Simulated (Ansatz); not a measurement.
**[SiH3]+ (SMILES [SiH3+]), run twice**

Wanted: a structure relaxation of [SiH3]+, PBE-QIDH-D4/Sapporo-DZP (sfX2C, damping of pbe).

The results are computed with Ansatz 0.2.0.

7 further runs of the same task are left out: 7 set aside as unsound or not needed.

### 1 The system as given

The species is [SiH3]+ (4 atoms), meant as a singlet with charge +1. SMILES: `[SiH3+]`. The coordinates come from a PBE0-D4/def2-TZVP relaxation. The run starts from this shape.

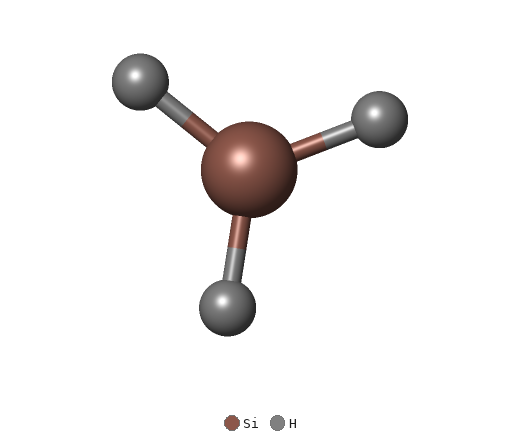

The structure, seen from a chosen angle (silicon brown, hydrogen grey).

### 2 The input as first written

File input.yaml:

```yaml
crystal:
  periodic: [false, false, false]
  atoms:
    - {symbol: Si, position_ang: [-0.000000, -0.000000, 0.000000]}
    - {symbol: H, position_ang: [0.686900, 0.675400, 1.113000]}
    - {symbol: H, position_ang: [-0.118400, -1.467200, -0.009900]}
    - {symbol: H, position_ang: [-0.568500, 0.791700, -1.103100]}
basis:
  gaussian:
    orbitals: Sapporo-DZP.json
    final_grid:
      core_spheres: 5
      valence_spheres: 4
      degree: 11
correlation:
  frozen_orbitals: {H: 0, Si: 5}
magnetization:
  spin_polarized: true
  initial_magnetization: 1
scf:
  lower_state_search: full
total_charge: 4
relax:
  max_steps: 60
hamiltonian:
  xc: {name: PBE-QIDH}
  dispersion: {method: d4, functional: pbe}
  pseudopotentials:
    relativity: scalar
```

The basis set Sapporo-DZP is read from a file made from the Basis Set Exchange's data (not shown).

Run with:

```
$ ansatz run input.yaml --threads 1 --pin off --max-ram 2610MiB --events-out events.jsonl --progress --plain --runs-dir runs
```

The log of the run:

```text
Warning: RAYON_NUM_THREADS=1 ignored (pool sized by the plan → 1); use --threads N
The last accepted step is kept in runs//last_step.txt (removed where the run ends without a failure and the disk answers)
[... 33 lines left out ...]
5 core orbitals not correlated: weight in the atoms' cores, before any rotation towards them, 1.000 or more for the frozen orbitals, at most 0.000 for the correlated occupied ones
[... 57 lines left out ...]
5 core orbitals not correlated: weight in the atoms' cores, before any rotation towards them, 1.000 or more for the frozen orbitals, at most 0.000 for the correlated occupied ones
[... 54 lines left out ...]
5 core orbitals not correlated: weight in the atoms' cores, before any rotation towards them, 1.000 or more for the frozen orbitals, at most 0.000 for the correlated occupied ones
[... 57 lines left out ...]
5 core orbitals not correlated: weight in the atoms' cores, before any rotation towards them, 1.000 or more for the frozen orbitals, at most 0.000 for the correlated occupied ones
[... 5 lines left out ...]
Error: geometry relaxation did not converge after 60 steps: max|allowed force component| = 1.11e-1 eV/Å (threshold 1.0e-2). Raise `relax.max_steps` over both its present limit and 60, loosen `relax.f_tol`, or start from a geometry closer to equilibrium. Where this run's directory can be resumed (`checkpoint.write`), a resume goes on for up to `relax.max_steps` more
```

It took 31 s on 1 thread of Arm Neoverse V2, shared host.

### 3 Reading the log

The iterations ended before the threshold was met.

The fault: the charge typed isn't that of the species meant. To mend it: charge 1 in place of 4.

### 4 Try two

Changes to input.yaml since step 2:

```diff
@@ -14,12 +14,3 @@
       degree: 11
-correlation:
-  frozen_orbitals: {H: 0, Si: 5}
-magnetization:
-  spin_polarized: true
-  initial_magnetization: 1
-scf:
-  lower_state_search: full
-total_charge: 4
-relax:
-  max_steps: 60
+total_charge: 1
 hamiltonian:
@@ -29 +20,7 @@
     relativity: scalar
+correlation:
+  frozen_orbitals: {H: 0, Si: 5}
+scf:
+  lower_state_search: full
+relax:
+  max_steps: 60
```

The basis set Sapporo-DZP is read from a file made from the Basis Set Exchange's data (not shown).

Run with:

```
$ ansatz run input.yaml --threads 1 --pin off --max-ram 2610MiB --events-out events.jsonl --progress --plain --runs-dir runs
```

The log of the run (excerpt; [...] marks lines left out):

```text
Warning: RAYON_NUM_THREADS=1 ignored (pool sized by the plan → 1); use --threads N
[... 1 set-up line as earlier in the session ...]
[... 21 lines left out ...]
5 core orbitals not correlated: weight in the atoms' cores, before any rotation towards them, 1.000 or more for the frozen orbitals, at most 0.000 for the correlated occupied ones
[... 11 lines left out ...]
Total energy: -7924.66282980 eV, -291.2259874659 hartree
[... 5 lines left out ...]
Dipole moment:     0.000475     0.000466     0.000770 e Å
```

Wall time 1.5 s (1 thread of Arm Neoverse V2, shared host).

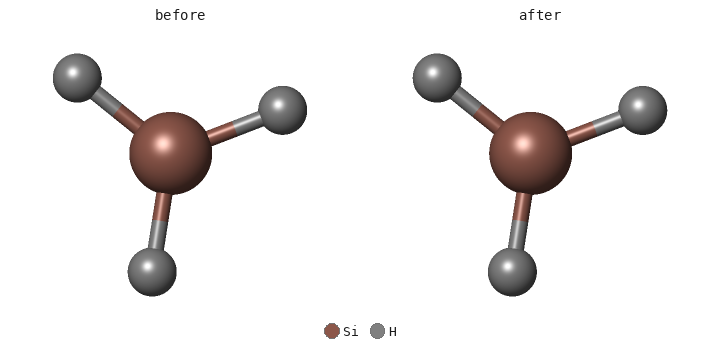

Before and after, at one scale.

After the run. Bond lengths: Si1–H2 1.472 Å, Si1–H3 1.472 Å, Si1–H4 1.472 Å. Angles: H2–Si1–H3 120.1°, H2–Si1–H4 120.1°, H3–Si1–H4 119.8°.

### 5 What came out

Level: PBE-QIDH-D4/Sapporo-DZP (sfX2C, damping of pbe).

```
               quantity          value
total energy at the end  -291.22599 Eh
      dispersion energy   -1.72 kJ/mol
```

What this shows: The optimisation took 1 steps and changed the energy by -0.000 eV.
